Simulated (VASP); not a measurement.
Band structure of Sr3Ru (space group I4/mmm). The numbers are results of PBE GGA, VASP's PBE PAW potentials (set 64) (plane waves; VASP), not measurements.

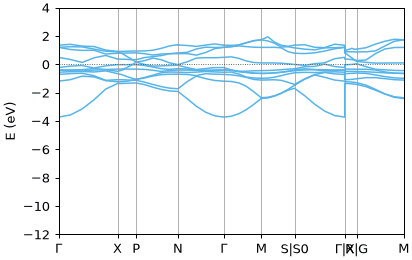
Figure. Bands along high-symmetry lines, zero at the valence-band maximum or, without a gap, the Fermi level

Q: Read the plot: is there a gap, and where are the band edges?

A: It has no gap at this level: it comes out as a metal or semimetal.

The structure was generated: Sr3Ru was put into an ordered model structure, which need not be its known phase. The cell was not relaxed at this level. The k-mesh is coarse (spacing up to 0.42 per Å, 2π included), so the numbers may not be converged in it.
